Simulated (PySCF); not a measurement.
SMILES C1(=[O]->[Zn]2([O]C(C)=[O]->2)[O]1)C at its GFN2-xTB optimised geometry (Å):

```
15

Zn    -0.1210    -0.2820     0.0000
C     -3.2524     1.0411    -1.6116
C     -2.0081     0.5088    -0.9624
O     -1.4871     1.1217     0.0000
O     -1.4754    -0.5437    -1.3888
H     -3.8394     0.2193    -2.0095
H     -3.8219     1.6231    -0.8939
H     -2.9541     1.6888    -2.4339
C      3.0112    -1.6152     1.6013
C      1.7616    -1.0892     0.9572
O      1.8371    -0.2820     0.0000
O      0.6359    -1.4434     1.3823
H      2.8283    -2.6074     2.0018
H      3.8219    -1.6231     0.8796
H      3.2752    -0.9493     2.4208
```

Method: CAM-B3LYP/def2-TZVP (PySCF). Cells within 0.4 Å of a nucleus heavier than hydrogen are left out (blank, or x).

Map of the Laplacian of the electron density (e/bohr⁵), clipped to [-1.50, 1.50] on the plane z = 0.0 Å:

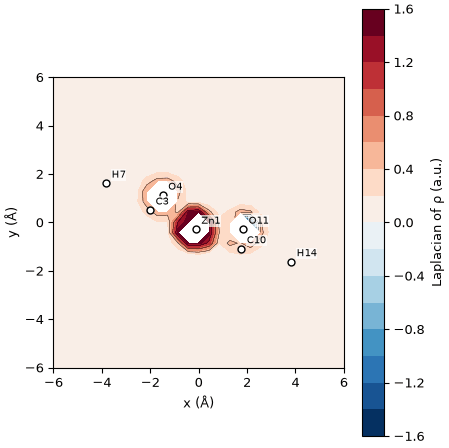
*Laplacian of the electron density (e/bohr⁵), clipped to [-1.50, 1.50] on the plane z = 0.0 Å.*
